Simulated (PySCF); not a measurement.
## Electronic structure of H8HfN4 in real space

Input file:

```
mol = gto.M(atom='''
Hf    -0.00003    -0.00000    -0.00000
N      1.20890     1.23004     1.12826
H      2.06811     0.90451     1.59166
H      1.13629     2.24206     1.28621
N     -1.20899    -1.12825     1.23003
H     -1.13618    -1.28637     2.24214
H     -2.06811    -1.59171     0.90451
N      1.20890    -1.23004    -1.12826
H      1.13629    -2.24206    -1.28621
H      2.06811    -0.90451    -1.59166
N     -1.20899     1.12825    -1.23003
H     -2.06811     1.59171    -0.90451
H     -1.13618     1.28637    -2.24214''',
    basis={'Hf': 'def2-SVP', 'N': 'def2-SVP', 'H': 'def2-SVP'},
    ecp={'Hf': 'def2-SVP'},
    charge=0, spin=0)
mf = dft.RKS(mol, xc='B88,P86')
mf.grids.atom_grid = (75, 302)  # f atoms: at least (60, 302), unpruned
mf = mf.density_fit()  # Hf def2-universal-JKFIT, N def2-universal-JKFIT, H def2-universal-JKFIT
mf.conv_tol = 1e-09; mf.max_cycle = 55
mf.kernel(dm0)
```

Command:

```sh
OMP_NUM_THREADS=2 python run.py
```

Core potentials replace the inner electrons of Hf.

Theory: RKS BP86, Hf def2-SVP with ECP60, N def2-SVP, H def2-SVP; non-relativistic Hamiltonian with scalar-relativistic core potentials where named; density fitting (PySCF 2.14.0).

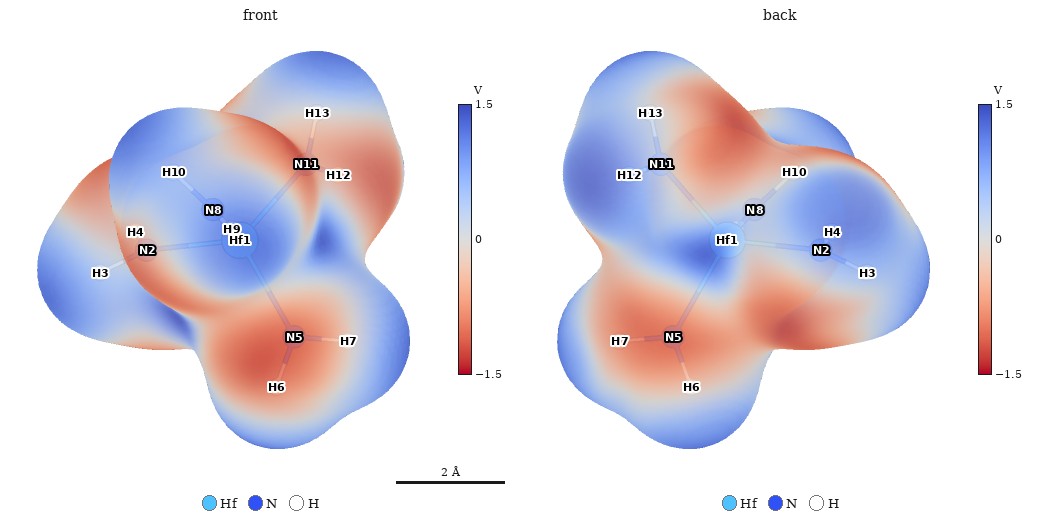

Figure 1. The electrostatic potential painted on the density surface at 0.002 e/bohr³, seen from the front and from behind; red is negative and blue positive.

### Which sites attract a positive test charge, and which a negative one?

A positive charge is drawn to the negative regions and a negative charge to the positive ones. The most negative region (about −1.2 V) lies over N2, N5, N8 and N11, the most positive (about +1.2 V) over Hf1, H3 and H12.

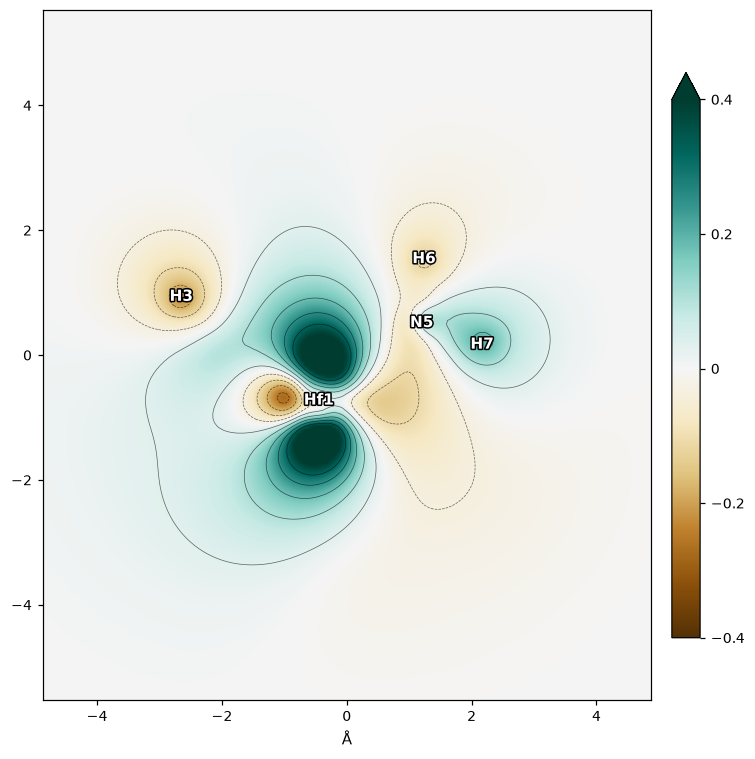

Figure 2. The LUMO on the plane of atoms Hf1, N5 and H7 (values in Å⁻³ᐟ²; the overall sign is arbitrary).

### Where does this orbital lie, and at what energy?

By Hirshfeld shares it lies mainly on Hf1 (about 70 %). Its energy is −0.38 eV.

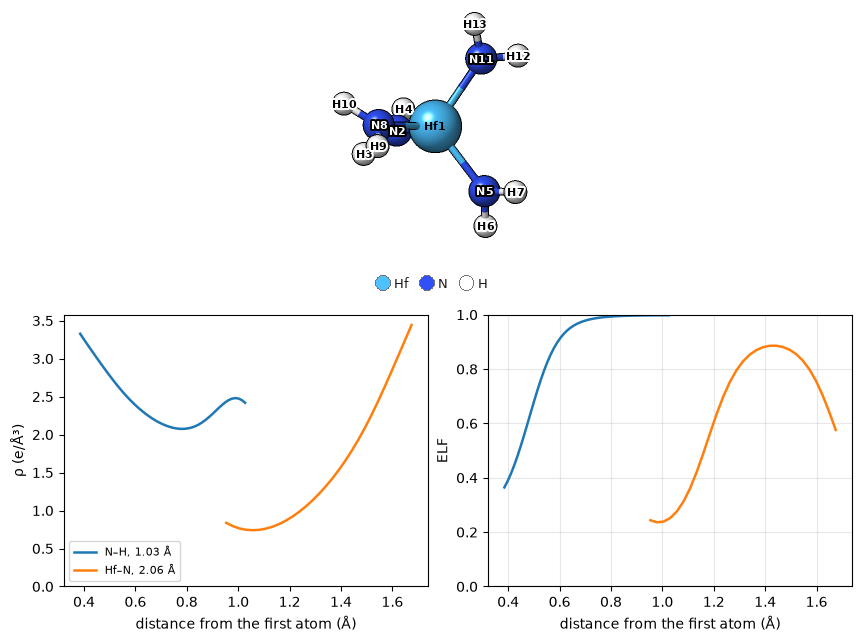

Figure 3. Electron density and ELF along straight lines between neighbouring atoms. The curves leave out the atomic cores. The structure is drawn too.

### Compare the contacts.

N–H (1.03 Å): ρ at the midpoint is about 2.7 e/Å³; the ELF climbs to about 1 towards the hydrogen, as it does in any bond to H; an ordinary covalent bond to hydrogen.
Hf–N (2.06 Å): ρ at the midpoint is about 0.75 e/Å³; the ELF peaks at about 0.90 in the valence shell of N, 0.6 Å from its nucleus, and is about 0.25 at the midpoint.
